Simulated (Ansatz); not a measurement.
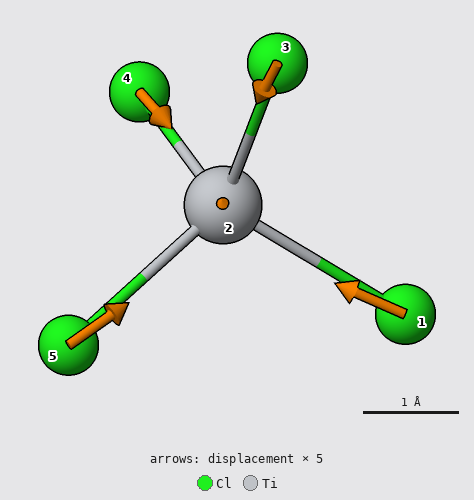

A relaxation of TiCl$_{4}$ (coarse preliminary run). The starting structure is drawn; orange arrows show the displacements, 5 times their true length. The two geometries are superimposed by the best rigid fit.

A ball-and-stick model, seen at a tilt.

The start comes from a force field.

Method: Ansatz, RKS PBE-D4/def2-SVP. Set-up: force threshold 0.03 eV/Å; at most 200 steps.

Which element moves most?

Answer. Chlorine: up to 0.17 Å, against 0.02 Å for titanium.

Describe the change and its energy.

Answer. The energy falls by 0.590 eV in 2 geometry steps. Largest force component: 1.9 eV/Å at the start, 0.014 eV/Å at the end. Cl1 moves most after the best rigid fit: 0.17 Å. Largest moves by element: Cl 0.17 Å, Ti 0.02 Å. Among the contacts that change: Ti2–Cl5 2.337 → 2.173 Å, Cl1–Ti2 2.324 → 2.173 Å, Ti2–Cl3 2.309 → 2.173 Å, Ti2–Cl4 2.286 → 2.173 Å. Bond angles that change, for instance: Cl1–Ti2–Cl4 111.8° → 109.5°. Cost: 5.5 s on 4 threads of Arm Neoverse V2, on a shared host.
